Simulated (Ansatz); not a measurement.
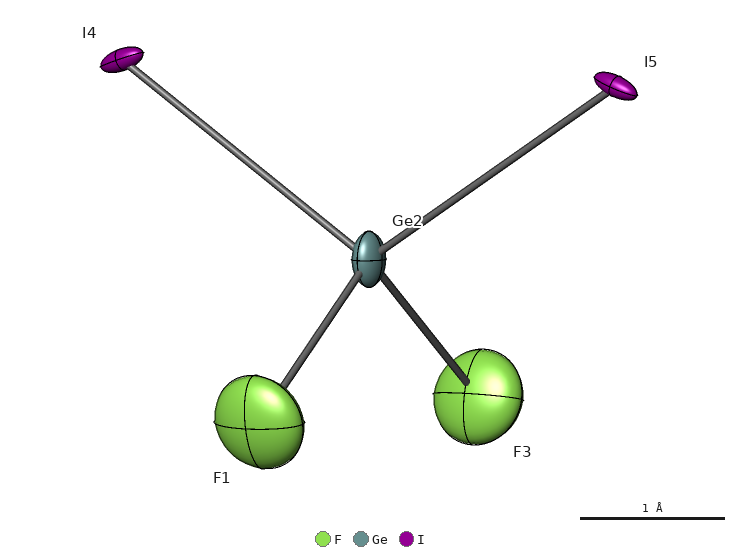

Displacement ellipsoids at the 50 % level, enlarged 3 times, from the internal vibrations of the free molecule (harmonic, no overall translation or rotation; no half-axis is drawn under 0.075 Å). Vibrations computed with RKS PBE0-D4/def2-TZVP, core potentials on I (Ansatz 0.2.0). Temperature: 100 K.

Which atom moves most?

Answer. F1, F3, with U_eq = 0.0043 Å².

List U_eq and the three principal root-mean-square amplitudes for each kind of atom.

```
  atom  U_eq (Å²)   rms amplitudes (Å)
F1, F3     0.0043  0.038, 0.072, 0.078
   Ge2     0.0011  0.024, 0.031, 0.042
I4, I5    0.00065  0.010, 0.016, 0.040
```
